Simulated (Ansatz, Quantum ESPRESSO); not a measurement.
# Tb (P6_3/mmc): electron-phonon coupling, part 2 of 4

Aim: phonons of metallic Tb (P6_3/mmc) and how strongly they couple to the electrons.

Quantum ESPRESSO 7.5; DFT PBE, scalar-relativistic, plane waves, PseudoDojo norm-conserving, 4f in core pseudopotentials.

So far. Step 2 (A probe with smearing): No gap opens on this mesh, so smearing is kept; the start stands at -0.44 GPa. Step 4 (Self-consistent run for the response): The cell stands at -0.072 GPa, close enough for phonons. The relaxed cell has a = 3.595, c = 5.641 Å (conventional setting).

## 7. Linear response on the mesh

Linear response treats each wavevector in the unit cell, with no supercell; the 3×3×2 mesh fixes the range of the force constants to be had. The change of the potential is kept for the electron-phonon matrix elements.

File ph.in:

```
phonons
&INPUTPH
  prefix          = 'x'
  outdir          = './tmp'
  fildyn          = 'x.dyn'
  tr2_ph          = 1.0d-18
  alpha_mix(1)    = 0.4
  nmix_ph         = 8
  ldisp           = .true.
  nq1             = 3
  nq2             = 3
  nq3             = 2
  electron_phonon = 'interpolated'
  fildvscf        = 'dvscf'
  el_ph_sigma     = 0.005
  el_ph_nsigma    = 10
/
```

The run is started by

```sh
> OMP_NUM_THREADS=1 mpirun -n 8 ph.x -nk 8 -in ph.in > ph.out
```

Numbers of over 12 decimals in the logs are rounded to 6 here.

What it wrote:

```text
[banners, grids, parts of the stress and lines that vanish by symmetry left out]
[banner, memory and clock lines left out]
Program PHONON v.7.5

[...]
Exchange-correlation= PBE
                           (   1   4   3   4   0   0   0)
[...]
(   6 q-points):
[...]
kinetic-energy cut-off    =      42.0000  Ry
     charge density cut-off    =     168.0000  Ry
     convergence threshold     =      1.0E-18
[...]
Exchange-correlation= PBE
                           (   1   4   3   4   0   0   0)
[...]
q = (   0.0000000   0.0000000   0.0000000 )
     25 Sym.Ops. (with q -> -q+G )
     G cutoff =  196.3618  (  15529 G-vectors)     FFT grid: ( 30, 30, 48)
     number of k points=    76  Marzari-Vanderbilt smearing, width (Ry)=  0.0200
[...]
Mode symmetry, D_6h(6/mmm) point group:
[...]
Representation #   1 mode #   1
[...]
End of self-consistent calculation
     Convergence has been achieved
     Representation #   2 modes #   2   3
[...]
End of self-consistent calculation
     Convergence has been achieved
     Representation #   3 mode #   4
[...]
End of self-consistent calculation
     Convergence has been achieved
     Representation #   4 modes #   5   6
[...]
End of self-consistent calculation
     Convergence has been achieved
[...]
q = (    0.000000000   0.000000000   0.000000000 )
[...]
freq (    1) =       0.016919 [THz] =       0.564367 [cm-1]
     freq (    2) =       0.016919 [THz] =       0.564367 [cm-1]
     freq (    3) =       0.018736 [THz] =       0.624972 [cm-1]
     freq (    4) =       1.905094 [THz] =      63.547105 [cm-1]
     freq (    5) =       1.905094 [THz] =      63.547105 [cm-1]
     freq (    6) =       3.246849 [THz] =     108.303210 [cm-1]
[...]
Mode symmetry, D_6h(6/mmm) point group:
     freq (   1-   2) =          0.6  [cm-1]   --> E_1u            I
     freq (   3-   3) =          0.6  [cm-1]   --> A_2u            I
     freq (   4-   5) =         63.5  [cm-1]   --> E_2g            R
     freq (   6-   6) =        108.3  [cm-1]   --> B_1g
[...]
lambda(    1)=  0.0000   gamma=    0.01 GHz
     lambda(    2)=  0.0000   gamma=    0.01 GHz
     lambda(    3)=  0.0000   gamma=    0.01 GHz
     lambda(    4)=  0.2256   gamma=   18.39 GHz
     lambda(    5)=  0.2254   gamma=   18.37 GHz
     lambda(    6)=  0.1117   gamma=   26.46 GHz
[...]
Representation #   1 modes #   1   2
[...]
Convergence has been achieved
     Representation #   2 modes #   3   4   5   6
[...]
Convergence has been achieved
[...]
q = (    0.000000000   0.000000000  -0.318629683 )
[...]
freq (    1) =       1.354968 [THz] =      45.196883 [cm-1]
     freq (    2) =       1.354968 [THz] =      45.196883 [cm-1]
     freq (    3) =       1.354968 [THz] =      45.196883 [cm-1]
     freq (    4) =       1.354968 [THz] =      45.196883 [cm-1]
     freq (    5) =       2.515476 [THz] =      83.907263 [cm-1]
     freq (    6) =       2.515476 [THz] =      83.907263 [cm-1]
[...]
lambda(    1)=  0.0791   gamma=    3.26 GHz
     lambda(    2)=  0.0771   gamma=    3.18 GHz
     lambda(    3)=  0.0772   gamma=    3.18 GHz
     lambda(    4)=  0.0790   gamma=    3.26 GHz
     lambda(    5)=  0.0773   gamma=   10.98 GHz
     lambda(    6)=  0.0778   gamma=   11.06 GHz
[...]
Mode symmetry, C_2v (mm2)  point group:
[...]
Representation #   1 mode #   1
[...]
Convergence has been achieved
     Representation #   2 mode #   2
[...]
Convergence has been achieved
[...]
Convergence has been achieved
[...]
Convergence has been achieved
[...]
Convergence has been achieved
[...]
Convergence has been achieved
[...]
q = (    0.000000000   0.384900180   0.000000000 )
[...]
freq (    1) =       1.444319 [THz] =      48.177283 [cm-1]
     freq (    2) =       1.556518 [THz] =      51.919864 [cm-1]
[...]
Mode symmetry, C_2v (mm2)  point group:
     freq (   1-   1) =         48.2  [cm-1]   --> B_1  D_3  S_3
     freq (   2-   2) =         51.9  [cm-1]   --> B_2  D_4  S_4
     freq (   3-   3) =         86.8  [cm-1]   --> A_1  D_1  S_1
     freq (   4-   4) =         87.7  [cm-1]   --> B_1  D_3  S_3
     freq (   5-   5) =         95.1  [cm-1]   --> A_1  D_1  S_1
     freq (   6-   6) =        106.3  [cm-1]   --> B_2  D_4  S_4
[...]
lambda(    1)=  0.1498   gamma=    7.02 GHz
     lambda(    2)=  0.1231   gamma=    6.70 GHz
[...]
Convergence has been achieved
[...]
Convergence has been achieved
[...]
Convergence has been achieved
[...]
q = (    0.000000000   0.384900180  -0.318629683 )
[...]
Mode symmetry, D_3h (-62m) point group:
[...]
Representation #   1 mode #   1
[...]
Convergence has been achieved
     Representation #   2 mode #   2
[...]
Convergence has been achieved
     Representation #   3 modes #   3   4
[...]
Convergence has been achieved
     Representation #   4 modes #   5   6
[...]
Convergence has been achieved
[...]
q = (    0.333333333   0.577350269   0.000000000 )
[...]
freq (    5) =       2.843341 [THz] =      94.843651 [cm-1]
     freq (    6) =       3.202313 [THz] =     106.817655 [cm-1]
[...]
Mode symmetry, D_3h (-62m) point group:
     freq (   1-   2) =         77.7  [cm-1]   --> E''
     freq (   3-   4) =         79.5  [cm-1]   --> E'
     freq (   5-   5) =         94.8  [cm-1]   --> A'_2
     freq (   6-   6) =        106.8  [cm-1]   --> A'_1
[...]
lambda(    5)=  0.0650   gamma=   11.81 GHz
     lambda(    6)=  0.0985   gamma=   22.68 GHz
[...]
Representation #   1 modes #   1   2
[...]
Convergence has been achieved
     Representation #   2 modes #   3   4
[...]
End of self-consistent calculation
     Convergence has been achieved
     Representation #   3 modes #   5   6
[...]
End of self-consistent calculation
     Convergence has been achieved
[...]
q = (    0.333333333   0.577350269  -0.318629683 )
[...]
freq (    1) =       1.308863 [THz] =      43.658973 [cm-1]
     freq (    2) =       1.308863 [THz] =      43.658973 [cm-1]
     freq (    3) =       2.947792 [THz] =      98.327771 [cm-1]
     freq (    4) =       2.947792 [THz] =      98.327771 [cm-1]
     freq (    5) =       3.072803 [THz] =     102.497690 [cm-1]
     freq (    6) =       3.072803 [THz] =     102.497690 [cm-1]
[...]
lambda(    1)=  0.5886   gamma=   22.65 GHz
     lambda(    2)=  0.5899   gamma=   22.70 GHz
     lambda(    3)=  0.0841   gamma=   16.42 GHz
     lambda(    4)=  0.0837   gamma=   16.33 GHz
     lambda(    5)=  0.0840   gamma=   17.82 GHz
     lambda(    6)=  0.0836   gamma=   17.74 GHz
[...]
1   0.333333333   0.577350269  -0.318629683
          2  -0.333333333  -0.577350269   0.318629683


[key lines of the parts left out:]
the Fermi energy is    10.5434 ev
```

Run time: 28 min. Hardware: 8 MPI ranks of Intel Xeon at 2.70GHz, shared host.

This step gave:

```
largest acoustic frequency at the zone centre before the sum rule  : 0.62 cm⁻¹
highest optical zone-centre mode (no LO-TO term)                   : 108.3 cm⁻¹
lowest optical zone-centre mode                                    : 63.55 cm⁻¹
lowest mode on the q mesh (acoustic ones at the zone centre apart) : 43.66 cm⁻¹
```

Frequencies (cm⁻¹) at each irreducible wavevector; negative means imaginary. Frequencies by wavevector:

```
     q (fractions)  star  mode 1  mode 2  mode 3  mode 4  mode 5  mode 6
             0 0 0     1    0.56    0.56    0.62   63.55   63.55   108.3
          0 0 -0.5     1    45.2    45.2    45.2    45.2   83.91   83.91
        0 0.3333 0     6   48.18   51.92   86.76   87.68   95.08   106.3
     0 0.3333 -0.5     6   64.27   64.27   67.81   67.81   102.5   102.5
   0.3333 0.3333 0     2   77.68   77.68   79.51   79.51   94.84   106.8
0.3333 0.3333 -0.5     2   43.66   43.66   98.33   98.33   102.5   102.5
```

Couplings of single modes at a Gaussian broadening of 0.02 Ry, as ph.x prints them; it sets λ to zero for modes under 20 cm⁻¹. Mode couplings:

| q (fractions) | mode | frequency (cm⁻¹) | λ | linewidth γ (GHz) |
| --- | --- | --- | --- | --- |
| 0 0 -0.5 | 1 | 45.2 | 0.0791 | 3.26 |
| 0 0 -0.5 | 2 | 45.2 | 0.0771 | 3.18 |
| 0 0 -0.5 | 3 | 45.2 | 0.0772 | 3.18 |
| 0 0 -0.5 | 4 | 45.2 | 0.079 | 3.26 |
| 0 0 -0.5 | 5 | 83.91 | 0.0773 | 10.98 |
| 0 0 -0.5 | 6 | 83.91 | 0.0778 | 11.06 |
| 0 0.3333 0 | 1 | 48.18 | 0.1498 | 7.02 |
| 0 0.3333 0 | 2 | 51.92 | 0.1231 | 6.7 |
| 0 0.3333 0 | 3 | 86.76 | 0.1076 | 16.35 |
| 0 0.3333 0 | 4 | 87.68 | 0.0835 | 12.96 |
| 0 0.3333 0 | 5 | 95.08 | 0.1332 | 24.3 |
| 0 0.3333 0 | 6 | 106.3 | 0.0631 | 14.4 |
| 0 0.3333 -0.5 | 1 | 64.27 | 0.1721 | 14.35 |
| 0 0.3333 -0.5 | 2 | 64.27 | 0.1803 | 15.03 |
| 0 0.3333 -0.5 | 3 | 67.81 | 0.13 | 12.06 |
| 0 0.3333 -0.5 | 4 | 67.81 | 0.1279 | 11.87 |
| 0 0.3333 -0.5 | 5 | 102.5 | 0.0768 | 16.27 |
| 0 0.3333 -0.5 | 6 | 102.5 | 0.0686 | 14.55 |
| 0.3333 0.3333 0 | 1 | 77.68 | 0.1667 | 20.31 |
| 0.3333 0.3333 0 | 2 | 77.68 | 0.1671 | 20.36 |
| 0.3333 0.3333 0 | 3 | 79.51 | 0.1893 | 24.16 |
| 0.3333 0.3333 0 | 4 | 79.51 | 0.19 | 24.25 |
| 0.3333 0.3333 0 | 5 | 94.84 | 0.065 | 11.81 |
| 0.3333 0.3333 0 | 6 | 106.8 | 0.0985 | 22.68 |
| 0.3333 0.3333 -0.5 | 1 | 43.66 | 0.5886 | 22.65 |
| 0.3333 0.3333 -0.5 | 2 | 43.66 | 0.5899 | 22.7 |
| 0.3333 0.3333 -0.5 | 3 | 98.33 | 0.0841 | 16.42 |
| 0.3333 0.3333 -0.5 | 4 | 98.33 | 0.0837 | 16.33 |
| 0.3333 0.3333 -0.5 | 5 | 102.5 | 0.084 | 17.82 |
| 0.3333 0.3333 -0.5 | 6 | 102.5 | 0.0836 | 17.74 |

Optical modes; normalised displacements of the dynamical-matrix file. Modes at Γ:

```csv
mode,frequency (cm⁻¹),symmetry
1,63.5,E2g
2,63.5,E2g
3,108.3,B1g
```

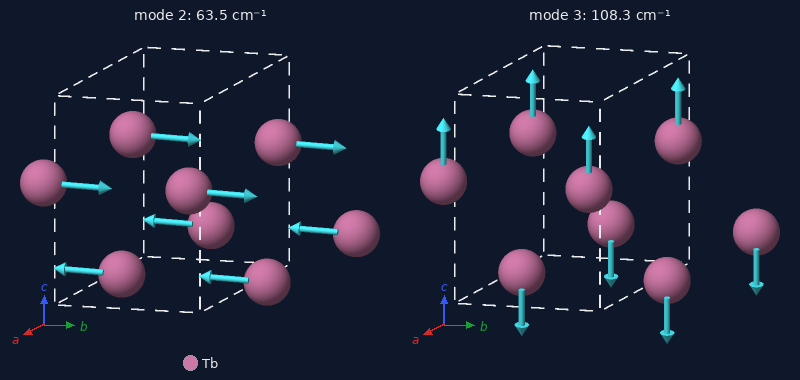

Displacement patterns of modes 2 and 3 at Γ; arrows are exaggerated. 2×2×1 cells are drawn.

The acoustic modes at Γ come out as far as 0.6 cm⁻¹ from zero, where they should vanish, a small numerical error.

## 8. Force constants in real space

The dynamical matrices of the mesh are Fourier-transformed to force constants in real space.

File q2r.in:

```
&INPUT
  fildyn = 'x.dyn'
  zasr   = 'crystal'
  flfrc  = 'x.fc'
  la2F   = .true.
/
```

The run is started by

```sh
> q2r.x < q2r.in > q2r.out
```

What it wrote:

```text
[banners, grids, parts of the stress and lines that vanish by symmetry left out]
[banner, memory and clock lines left out]
Program Q2R v.7.5

  reading grid info from file x.dyn0

  reading force constants from file x.dyn1
  Dielectric Tensor not found
  nqs=            1
 q=   0.00000000  0.00000000  0.00000000
  reading force constants from file x.dyn2
  nqs=            1
 q=   0.00000000  0.00000000 -0.31862968
  reading force constants from file x.dyn3
  nqs=            6
[...]
reading force constants from file x.dyn4
  nqs=            6
[...]
reading force constants from file x.dyn5
  nqs=            2
[...]
reading force constants from file x.dyn6
  nqs=            2
 q=   0.33333333  0.57735027 -0.31862968
 q=  -0.33333333 -0.57735027  0.31862968

      q-space grid ok, #points =   18

      fft-check success (sum of imaginary terms < 10^-12)

   Preparing gamma for a2F

 Broadening =      0.005
      q-space grid ok, #points =   18

      fft-check success (sum of imaginary terms < 10^-12)

 Broadening =      0.010
[...]
Broadening =      0.045
      q-space grid ok, #points =   18

      fft-check success (sum of imaginary terms < 10^-12)

 Broadening =      0.050
      q-space grid ok, #points =   18

      fft-check success (sum of imaginary terms < 10^-12)
```

Run time: 0.78 s. Hardware: 1 thread.

## 9. Dispersion

From the force constants any wavevector is cheap; points of the mesh come back as solved, but for the sum rule and, in polar crystals, the LO-TO term at Γ; the rest is interpolation.

File matdyn.in:

```
&INPUT
  asr              = 'crystal'
  flfrc            = 'x.fc'
  flfrq            = 'x.freq'
  flvec            = 'x.modes'
  q_in_band_form   = .true.
  q_in_cryst_coord = .true.
/
12
  0.0000000   0.0000000   0.0000000  12  ! GAMMA
  0.5000000   0.0000000   0.0000000  12  ! M
  0.3333333   0.3333333   0.0000000  12  ! K
  0.0000000   0.0000000   0.0000000  12  ! GAMMA
  0.0000000   0.0000000   0.5000000  12  ! A
  0.5000000   0.0000000   0.5000000  12  ! L
  0.3333333   0.3333333   0.5000000  12  ! H
  0.0000000   0.0000000   0.5000000   1  ! A
  0.5000000   0.0000000   0.5000000  12  ! L
  0.5000000   0.0000000   0.0000000   1  ! M
  0.3333333   0.3333333   0.5000000  12  ! H
  0.3333333   0.3333333   0.0000000   1  ! K
```

The run is started by

```sh
> matdyn.x -in matdyn.in > matdyn.out
```

What it wrote:

```text
[banner, memory and clock lines left out]
Program MATDYN v.7.5

 mass for atomic type   1 not given; uses mass from file x.fc
 Norm of the difference between old and new effective charges:    0.000000

 Norm of the difference between old and new force-constants:   1.6903e-06

     Message from routine matdyn:
     Z* not found in file x.fc, TO-LO splitting at q=0 will be absent!
     Message from routine matdyn:
     Z* not found in file x.fc, TO-LO splitting at q=0 will be absent!

Note: The following floating-point exceptions are signalling: IEEE_UNDERFLOW_FLAG
```

It took 0.65 s on 1 thread.

Numbers from this step:

```yaml
lowest_frequency_on_the_path: 0 cm⁻¹
mean_frequency: 77.2 cm⁻¹
debye_temperature_second_moment: 149 K
logarithmic_mean_frequency: 73.6 cm⁻¹
```

Matdyn.x, sum rule crystal. Phonon branches along the path, in cm⁻¹:

```csv
point,branch 1,branch 2,branch 3,branch 4,branch 5,branch 6
Γ,0,0,0,64,64,108
M,52,58,94,101,101,102
K,78,78,80,80,95,107
Γ,0,0,0,64,64,108
A,45,45,45,45,84,84
L,64,64,72,72,111,111
H,44,44,98,98,102,102
A,45,45,45,45,84,84
jump to L,64,64,72,72,111,111
M,52,58,94,101,101,102
jump to H,44,44,98,98,102,102
K,78,78,80,80,95,107
```

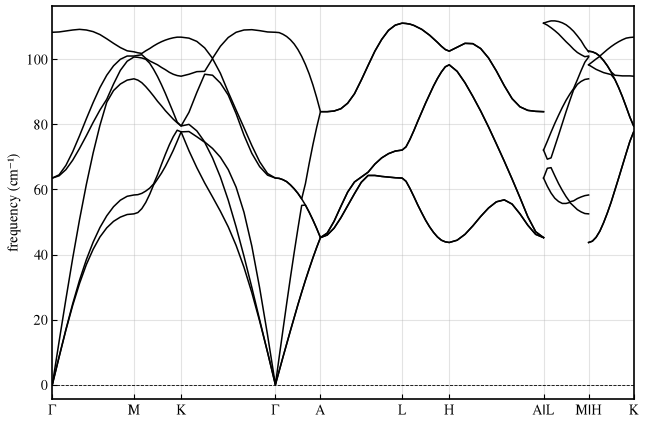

Phonon branches along the path.

Lowest modes at the softest wavevector of the mesh; phase exp(i q.(R + tau)). Modes at q = (0.333, 0.333, 0.500):

```csv
mode,frequency (cm⁻¹)
1,43.7
2,43.7
3,98.3
4,98.3
5,102.5
6,102.5
```

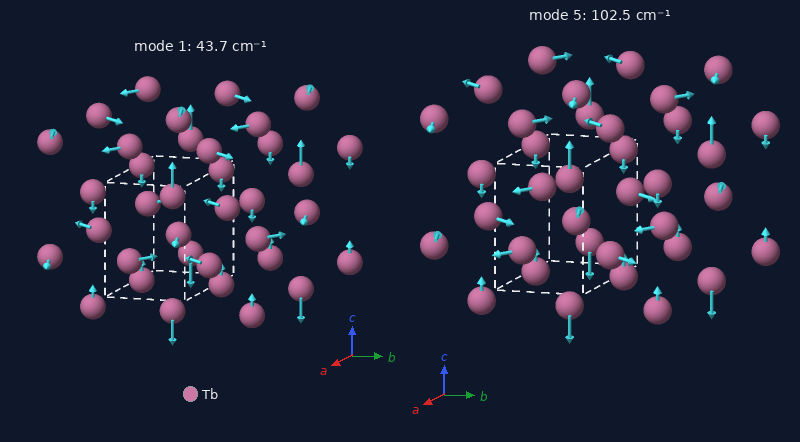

Displacement patterns of modes 1 and 5 at q = (0.333, 0.333, 0.500); arrows are exaggerated. 3×3×2 cells are drawn.

Force constants by pair (phonopy on the run's constants); pairs near half the supercell's span include their periodic images. Pair force constants, by row:

```
atom  neighbour  distance (Å)  third of the trace (eV/Å²)  along the pair's line (eV/Å²)
 Tb1     itself             0                        3.76                              –
 Tb1         Tb         3.502                     -0.3578                         -1.083
 Tb1         Tb         3.595                     -0.2555                        -0.7408
 Tb1         Tb         5.018                      0.0788                         0.1349
 Tb1         Tb         5.641                      0.0661                         0.1082
 Tb1         Tb         6.173                     -0.0425                        -0.0785
 Tb1         Tb         6.226                     -0.0893                        -0.1014
 Tb1         Tb         6.689                     -0.0184                        -0.0171
 Tb2     itself             0                        3.76                              –
 Tb2         Tb         3.502                     -0.3578                         -1.083
 Tb2         Tb         3.595                     -0.2555                        -0.7408
 Tb2         Tb         5.018                      0.0788                         0.1349
 Tb2         Tb         5.641                      0.0661                         0.1082
 Tb2         Tb         6.173                     -0.0425                        -0.0785
 Tb2         Tb         6.226                     -0.0893                        -0.1014
 Tb2         Tb         6.689                     -0.0184                        -0.0171
```

Harmonic mean-square displacement, third of the trace. Mean-square displacements:

```
T (K)  Tb1 U_eq (Å²)  Tb2 U_eq (Å²)
    0        0.00153        0.00153
  100        0.00382        0.00382
  300         0.0108         0.0108
  600        0.02147        0.02147
```

Mode patterns, pair constants, displacements and means over the zone were worked out by phonopy from the force constants of q2r.x.

All branches are real along the path.

(Continued in part 3 of 4.)

[Host names and launcher messages were left out of these logs when they were recorded.]

[Logs are printed without paths, hosts, clocks, repeated set-up lines and the standing remarks that a program may print on its own settings, such as how far it seeks lower states.]

[Hosts, paths, dates, database ids (printed as entryN), source tags and the programs' standing remarks are cut or masked in the printed files.]
